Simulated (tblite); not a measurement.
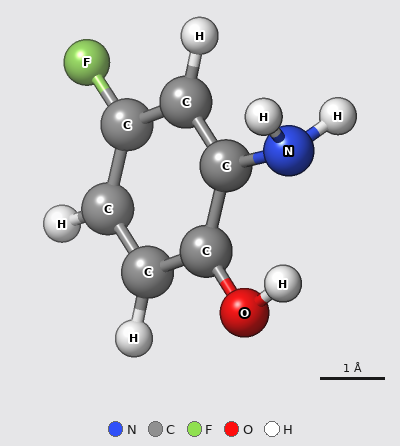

Figure 1. The starting structure (ball-and-stick view, seen at a tilt). Bond lengths as drawn: C–C 1.38 to 1.40 Å, C–F 1.35 Å, C–H 1.08 Å, C–N 1.44 Å, C–O 1.35 Å, H–N 1.02 Å and H–O 0.97 Å.

**C6H6FNO: saddle-point search**

System: C6H6FNO (2-amino-4-fluorophenol), SMILES Nc1cc(F)ccc1O.
Method: GFN2-xTB saddle search (eigenvector following) and harmonic vibrations, gas phase (tblite 0.8.0).

The input
```
{"job": {"xc": "GFN2-xTB", "basis": "xTB", "kind": "saddle"}, "charge": 0, "multiplicity": 1}
N     -1.699936     1.036496    -0.970738
C     -0.542404     0.457346    -0.349149
C      0.619808     1.154018    -0.062832
C      1.663495     0.487544     0.551188
F      2.805472     1.164745     0.810517
C      1.575015    -0.846769     0.902680
C      0.416780    -1.541936     0.611278
C     -0.641172    -0.902115    -0.023471
O     -1.769796    -1.577108    -0.329590
H     -1.477529     1.374537    -1.902579
H     -2.027773     1.834700    -0.434830
H      0.722092     2.199516    -0.314763
H      2.406997    -1.324849     1.393682
H      0.315286    -2.584055     0.867700
H     -2.366333    -0.932071    -0.749093
```

The first line tells a small driver script what to run in tblite; the rest is the geometry in Å.

Machine: 1 CPU thread, shared host.

Run as:
```bash
OMP_NUM_THREADS=1 python <driver script> task.json out
```

Output
```
step      E/eV     max force
  0    -751.34920   0.0507
  1    -751.35042   0.0357
  2    -751.35047   0.0073
  3    -751.35046   0.0014
lowest wavenumbers (cm-1): -241.7 145.0 208.3 282.5 319.5 366.1
```

Trajectory as extended XYZ (Å, eV, eV/Å), 4 frames, from step=0 to step=3
```
15
Properties=species:S:1:pos:R:3:forces:R:3 step=0 energy=-751.34920
N    -1.6999    1.0365   -0.9707    0.0210  -0.0070   0.0000
C    -0.5424    0.4573   -0.3491   -0.0450  -0.0180  -0.0150
C     0.6198    1.1540   -0.0628    0.0340   0.0270  -0.0030
C     1.6635    0.4875    0.5512   -0.0020  -0.0340  -0.0010
F     2.8055    1.1647    0.8105    0.0000   0.0210   0.0290
C     1.5750   -0.8468    0.9027    0.0180   0.0310  -0.0130
C     0.4168   -1.5419    0.6113   -0.0090  -0.0180  -0.0060
C    -0.6412   -0.9021   -0.0235   -0.0070   0.0090   0.0020
O    -1.7698   -1.5771   -0.3296    0.0000   0.0090   0.0220
H    -1.4775    1.3745   -1.9026    0.0040  -0.0100  -0.0030
H    -2.0278    1.8347   -0.4348    0.0030   0.0010  -0.0070
H     0.7221    2.1995   -0.3148   -0.0090  -0.0070   0.0050
H     2.4070   -1.3248    1.3937   -0.0020  -0.0140  -0.0090
H     0.3153   -2.5841    0.8677    0.0030   0.0100  -0.0100
H    -2.3663   -0.9321   -0.7491   -0.0090   0.0010   0.0080
15
Properties=species:S:1:pos:R:3:forces:R:3 step=1 energy=-751.35042
N    -1.6912    1.0303   -0.9917    0.0060   0.0310  -0.0070
C    -0.5412    0.4561   -0.3529   -0.0070  -0.0010  -0.0020
C     0.6214    1.1534   -0.0655    0.0010   0.0000   0.0000
C     1.6630    0.4885    0.5539    0.0040   0.0010   0.0020
F     2.7968    1.1728    0.8331   -0.0050  -0.0030  -0.0010
C     1.5789   -0.8486    0.8941    0.0020   0.0020   0.0000
C     0.4186   -1.5428    0.6067   -0.0030   0.0010  -0.0020
C    -0.6448   -0.8998   -0.0156   -0.0010  -0.0030   0.0010
O    -1.7821   -1.5695   -0.3004    0.0040   0.0070   0.0000
H    -1.4448    1.3981   -1.9069   -0.0110  -0.0080   0.0330
H    -2.0527    1.8073   -0.4446    0.0120  -0.0240  -0.0230
H     0.7219    2.1989   -0.3170    0.0000   0.0000   0.0000
H     2.4130   -1.3320    1.3763   -0.0010   0.0010  -0.0010
H     0.3195   -2.5859    0.8582    0.0000   0.0010   0.0000
H    -2.3761   -0.9269   -0.7275    0.0010  -0.0030   0.0010
15
Properties=species:S:1:pos:R:3:forces:R:3 step=2 energy=-751.35047
N    -1.6905    1.0303   -0.9926    0.0000   0.0060  -0.0020
C    -0.5411    0.4561   -0.3533   -0.0010   0.0000   0.0000
C     0.6217    1.1532   -0.0662    0.0000   0.0000   0.0000
C     1.6632    0.4883    0.5536    0.0000   0.0000   0.0000
F     2.7969    1.1725    0.8326    0.0000   0.0000   0.0000
C     1.5788   -0.8485    0.8943    0.0000   0.0000   0.0000
C     0.4184   -1.5425    0.6071    0.0000   0.0000   0.0000
C    -0.6449   -0.8996   -0.0153    0.0000   0.0000   0.0000
O    -1.7822   -1.5692   -0.2997   -0.0010   0.0000   0.0000
H    -1.4433    1.4020   -1.9052   -0.0010  -0.0010   0.0060
H    -2.0553    1.8038   -0.4442    0.0010  -0.0060  -0.0040
H     0.7225    2.1985   -0.3182    0.0000   0.0000   0.0000
H     2.4128   -1.3319    1.3765    0.0000   0.0000   0.0000
H     0.3191   -2.5856    0.8588    0.0000   0.0000   0.0000
H    -2.3759   -0.9275   -0.7282    0.0000  -0.0010   0.0000
15
Properties=species:S:1:pos:R:3:forces:R:3 step=3 energy=-751.35046
N    -1.6909    1.0306   -0.9916    0.0000  -0.0010   0.0000
C    -0.5412    0.4562   -0.3529    0.0000   0.0000   0.0000
C     0.6214    1.1534   -0.0655    0.0000   0.0000   0.0000
C     1.6630    0.4885    0.5540    0.0000   0.0000   0.0000
F     2.7966    1.1727    0.8333    0.0000   0.0000   0.0000
C     1.5789   -0.8486    0.8940    0.0000   0.0000   0.0000
C     0.4186   -1.5427    0.6066    0.0000   0.0000   0.0000
C    -0.6448   -0.8996   -0.0156    0.0000   0.0000   0.0000
O    -1.7820   -1.5694   -0.3001    0.0000   0.0000   0.0000
H    -1.4454    1.3979   -1.9063    0.0010   0.0000  -0.0010
H    -2.0523    1.8072   -0.4456    0.0000   0.0000   0.0000
H     0.7220    2.1989   -0.3170    0.0000   0.0000   0.0000
H     2.4130   -1.3320    1.3762    0.0000   0.0000   0.0000
H     0.3194   -2.5859    0.8579    0.0000   0.0000   0.0000
H    -2.3763   -0.9273   -0.7273    0.0000   0.0000   0.0000
```

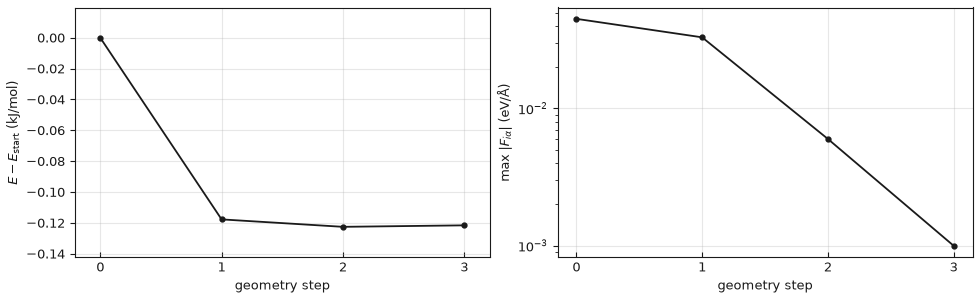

Figure 2. Progress of the saddle-point search, step by step (steps are counted from 0).

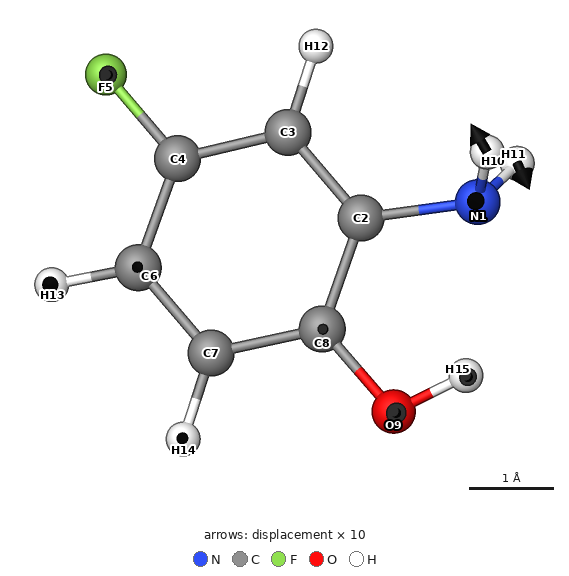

Figure 3. The starting structure with the displacements as black arrows, magnified 10 times (ball-and-stick view, seen at a tilt). The two geometries are laid on each other by the best rigid fit. The atom that moves furthest after the best rigid fit is H10 (0.040 Å). Largest moves by element: H 0.040 Å, O 0.033 Å, F 0.026 Å, N 0.024 Å, C 0.010 Å. Over 3 geometry steps the energy falls by 0.12 kJ/mol. Largest force component: 0.045 eV/Å at the start, 0.001 eV/Å at the end. (Atoms are counted from 1 in the order of the input.)

Key numbers

```tsv
quantity	value
outcome	converged
total energy	−751.3505 eV
point group	Cs
wall time	1.3 s
peak memory	0.19 GiB
```
